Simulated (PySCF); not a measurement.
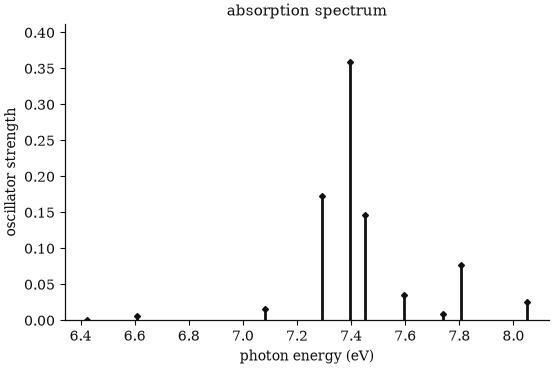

Vertical TDDFT excitations, CAM-B3LYP/def2-SVPD, PySCF, at a PBE0-D3(BJ)/def2-SVP geometry (no frequency check), gas phase. The lowest 10 singlet states are shown.

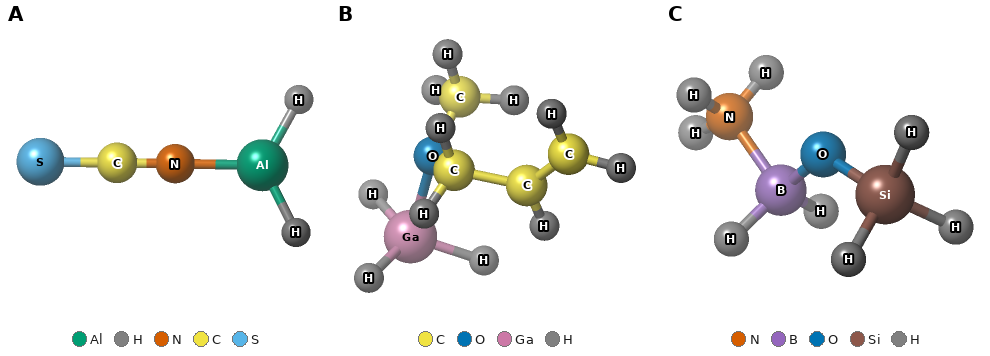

Which molecule gives this spectrum? The candidates are drawn in the second picture.

Answer. Structure B, C₄H₁₁GaO, SMILES C=CC[O+](C)[GaH3-], singlet. Its lowest singlet lies at 6.42 eV (f = 0.001) and the brightest of those computed is S5 at 7.40 eV (168 nm), f = 0.358, mainly HOMO−2 → LUMO (66 %) (S6 lies within 0.06 eV, too close to order).

Note: one conformer of a flexible molecule; core orbitals are frozen in the response.
